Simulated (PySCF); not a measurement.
## C4H12GeO: excited-state calculation

The run: excited-state calculation of C4H12GeO, SMILES CC[O][GeH2][CH2]C. Method and program: TDDFT wB97X-D/def2-SVPD, vertical, gas phase, core orbitals frozen in the response (PySCF 2.14.0).

The geometry comes from this level: PBE0-D3(BJ)/def2-SVP. It belongs to a series of runs on one base structure; here: constitutional isomer.

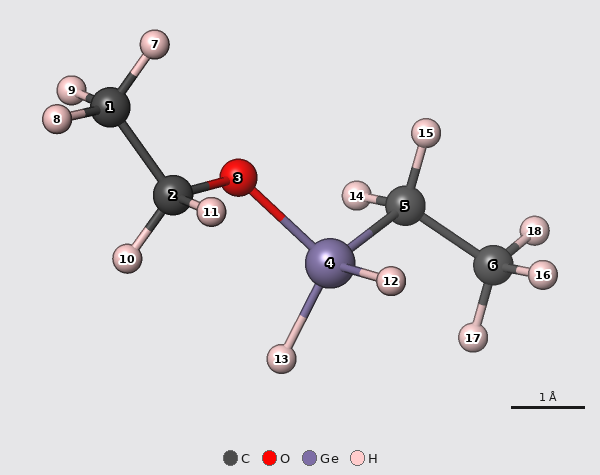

*The structure (ball-and-stick view, seen at a tilt; atoms are numbered from 1 in the order of the input). Sticks mark near contacts.*

Summary:

- outcome: converged
- total energy: −2311.459905 hartree
- HOMO: −9.44 eV
- LUMO: 2.02 eV
- dipole moment: 0.90 D
- mean polarisability: 85.92 a.u.
- vertical ionisation energy: 9.65 eV
- lowest singlet excitation: 6.93 eV
- hardware: 1 CPU thread, shared host
- wall time: 3.9 min
- peak memory: 1.3 GiB

Spin–orbit coupling is left out, which matters for the heavy atoms.

Input:
```
{"job": {"kind": "uv", "xc": "wB97X-D", "basis": "def2-SVPD", "ip": true}, "charge": 0, "multiplicity": 1}
C     -3.745009     0.688061     1.448939
C     -2.787385     0.255372     0.361839
O     -1.475429     0.558888     0.756089
Ge    -0.085494     0.044955    -0.241181
C      1.498955     0.609824     0.736463
C      2.799298     0.143275     0.092717
H     -3.526089     0.154790     2.386058
H     -4.787546     0.481575     1.162078
H     -3.641470     1.766670     1.640038
H     -3.043701     0.767607    -0.588569
H     -2.905881    -0.832070     0.172659
H     -0.149928    -1.492802    -0.413612
H     -0.197580     0.717121    -1.631671
H      1.462574     1.708253     0.813350
H      1.396840     0.222162     1.762793
H      2.849543    -0.955146     0.023455
H      2.914873     0.539346    -0.929094
H      3.677854     0.473601     0.668801
```

The first line tells a small driver script what to run in PySCF; the rest is the geometry in Å.

Command:
```bash
OMP_NUM_THREADS=1 python <driver script> task.json out
```

What the program printed:
```
coarse grid: 62984 points
cycle   1  E = -2311.3507256268  dE = -2.182e-01  |g| = 7.712e-01  |ddm| = 5.109e+00
cycle   2  E = -2311.2852392794  dE =  6.549e-02  |g| = 1.007e+00  |ddm| = 1.745e+00
cycle   3  E = -2311.4592433401  dE = -1.740e-01  |g| = 7.620e-02  |ddm| = 9.253e-01
cycle   4  E = -2311.4602268011  dE = -9.835e-04  |g| = 3.908e-02  |ddm| = 1.265e-01
cycle   5  E = -2311.4604833448  dE = -2.565e-04  |g| = 4.338e-03  |ddm| = 5.246e-02
cycle   6  E = -2311.4604874587  dE = -4.114e-06  |g| = 1.493e-03  |ddm| = 1.148e-02
final grid: 133544 points
cycle   7  E = -2311.4599049808  dE = -1.781e-06  |g| = 1.409e-03  |ddm| = 1.120e-02
cycle   8  E = -2311.4599051240  dE = -1.433e-07  |g| = 1.220e-03  |ddm| = 3.348e-03
cycle   9  E = -2311.4599053517  dE = -2.277e-07  |g| = 9.556e-05  |ddm| = 1.412e-03
cycle  10  E = -2311.4599053533  dE = -1.667e-09  |g| = 6.044e-05  |ddm| = 1.909e-04
cycle  11  E = -2311.4599053541  dE = -7.894e-10  |g| = 1.508e-05  |ddm| = 1.147e-04
```

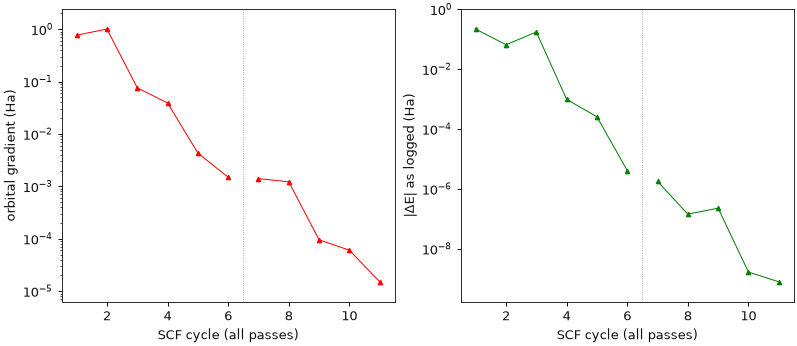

*Convergence of the self-consistent field: orbital gradient and size of the energy change against the SCF cycle. The dotted line marks the change from a coarse to the final integration grid.*

The first 6 cycles use a coarse grid, the final grid takes over at cycle 7, and the field converges after 11 cycles in all.

```
converged SCF energy = -2311.4599053541

Static polarisability (au): isotropic 85.917, principal 74.460 79.944 103.347

Singlet excitations
state   eV       nm        f      main configurations
  1   6.9323    178.9   0.00098   H->L+1 0.45, H->L 0.39
  2   7.5698    163.8   0.03465   H->L+1 0.46, H->L 0.37
  3   7.7271    160.5   0.03888   H-1->L 0.63, H-1->L+1 0.22
  4   7.8949    157.0   0.02938   H->L+2 0.78
  5   8.1207    152.7   0.01301   H-2->L 0.35, H-1->L+1 0.33, H-2->L+1 0.14
  6   8.2577    150.1   0.03023   H-2->L+1 0.41, H-1->L+1 0.17, H-1->L 0.10
  7   8.4033    147.5   0.01966   H->L+3 0.66, H-3->L+1 0.13
  8   8.6607    143.2   0.02963   H-3->L 0.36, H-3->L+1 0.08
  9   8.6771    142.9   0.07231   H-3->L 0.17, H-2->L 0.14, H-1->L+2 0.14
 10   8.7846    141.1   0.22117   H-1->L+2 0.58, H-2->L 0.10, H-2->L+1 0.09

Triplet excitations (Tamm-Dancoff, eV): 6.6643 7.3971 7.4343 7.7137
Vertical ionisation energy (delta-SCF) = 9.6485 eV
```

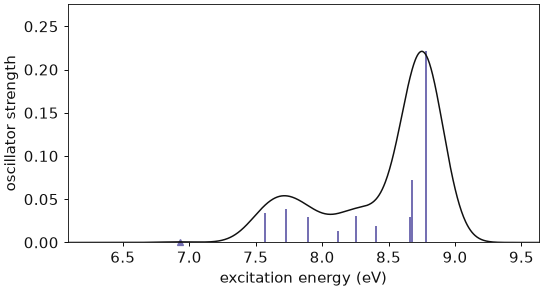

*Computed excitations as sticks (degenerate states added up, dark ones marked on the axis), with a Gaussian envelope of 0.35 eV full width at half maximum, scaled to the tallest.*

Of the 10 states the lowest lies at 6.93 eV (f = 0.001); the strongest line is at 8.78 eV, or 141 nm (f = 0.221).

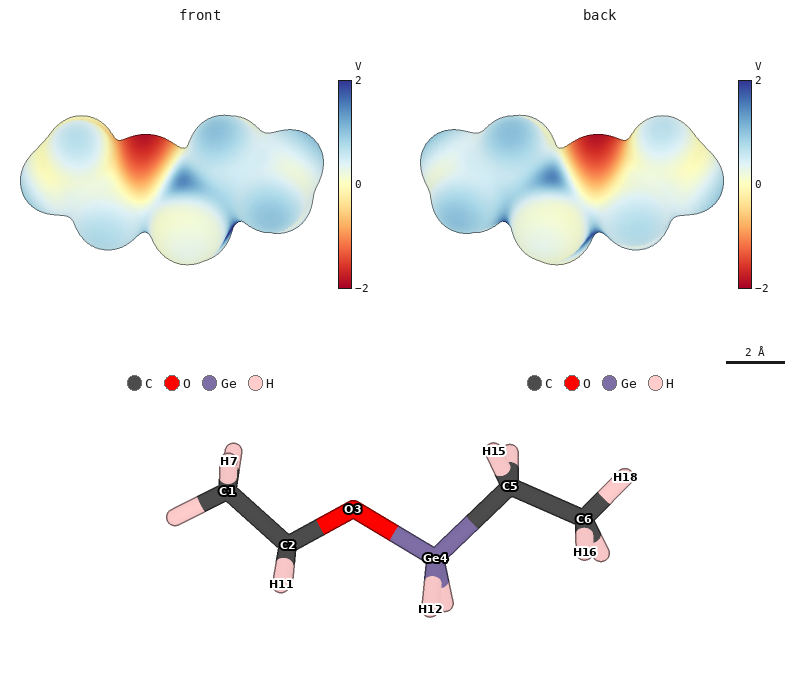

*The molecular electrostatic potential painted on the density surface at 0.004 e/bohr³, seen face on and from behind; red is negative and blue positive. The bare structure is drawn below in the same view.*

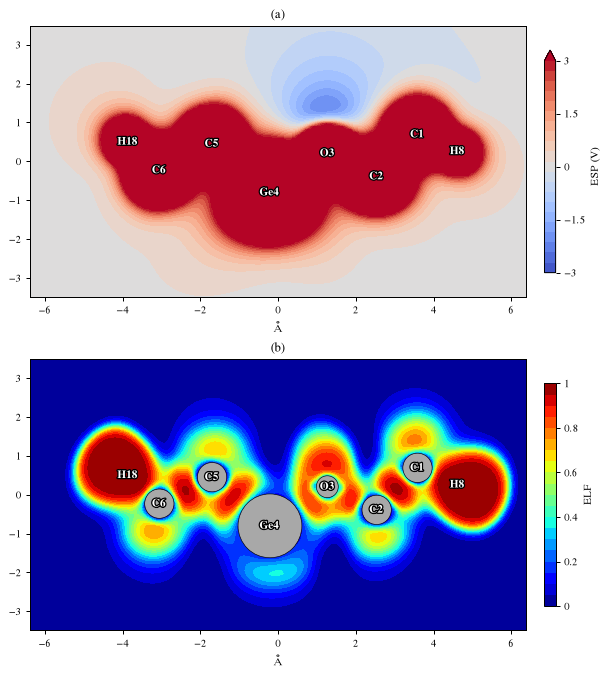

*(a) molecular electrostatic potential; (b) electron localisation function on the plane of atoms O3, Ge4 and C5. Grey discs, where drawn, cover atomic cores.*

Atoms in the plane: C, O, Ge and H. Ge–O (1.79 Å): the ELF peaks at about 0.85 in the valence shell of O, 0.6 Å from its nucleus, and is about 0.35 at the midpoint. C–Ge (1.95 Å): the ELF peaks at about 0.95 in the valence shell of C, 0.7 Å from its nucleus, and is about 0.75 at the midpoint. C–H (1.10 Å): the ELF climbs to about 1 towards the hydrogen, as it does in any bond to H; a covalent bond by its length.
